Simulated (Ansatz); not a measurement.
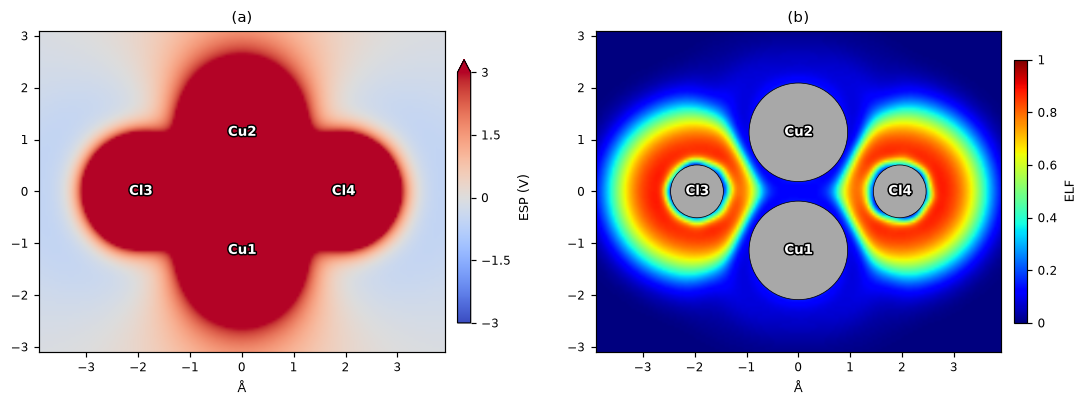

The picture shows: Cl$_{2}$Cu$_{2}$. (a) electrostatic potential; (b) electron localisation function on the molecular plane. Grey discs cover the atomic cores in the ELF map.

Geometry: r2SCAN-D4/def2-SVP.

Theory: Ansatz 0.2.0, RKS PBE0-D4/def2-TZVP.

Q: Interpret the plot.

A: Atoms in the plane: Cu and Cl.
Cu–Cl (2.26 Å): the ELF peaks at about 0.85 in the valence shell of Cl, 0.8 Å from its nucleus, and is about 0.35 at the midpoint.
Cu–Cu (2.28 Å): the ELF is about 0.10 at the midpoint.
Outside the dense part of the molecule the potential is most negative (−0.6 V) near Cl3 and Cl4.
